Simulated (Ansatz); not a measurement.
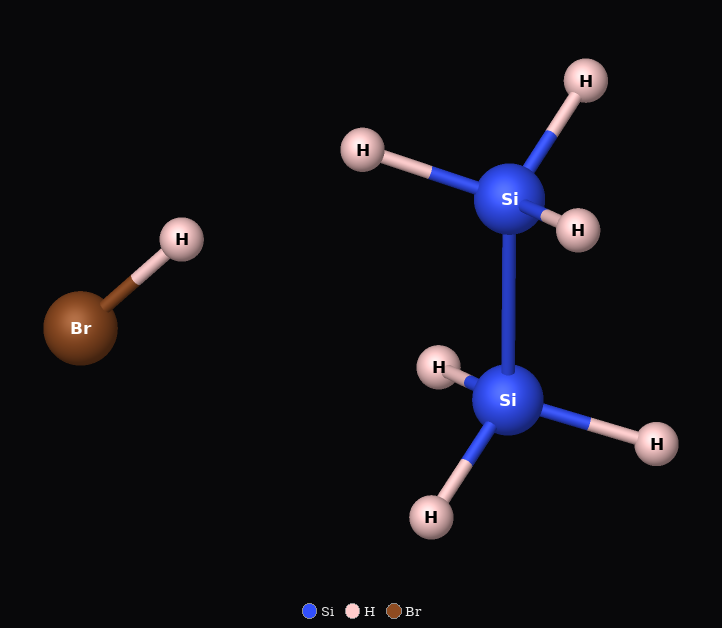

Harmonic vibrations computed with RKS PBE0-D4/def2-TZVP (Ansatz 0.2.0) at a stationary point of the same level.

How many imaginary frequencies does it have?

Answer. A minimum: no imaginary frequency, and the lowest mode lies at 37 cm⁻¹.

How many vibrational modes are there, and where do they lie?

Answer. 24 modes: 37, 53, 68, 135, 162, 179, 361, 378, 432, 624, 624, 840, 913, 928, 929, 942, 944, 2184, 2217, 2225, 2230, 2233, 2241, 2614 cm⁻¹.
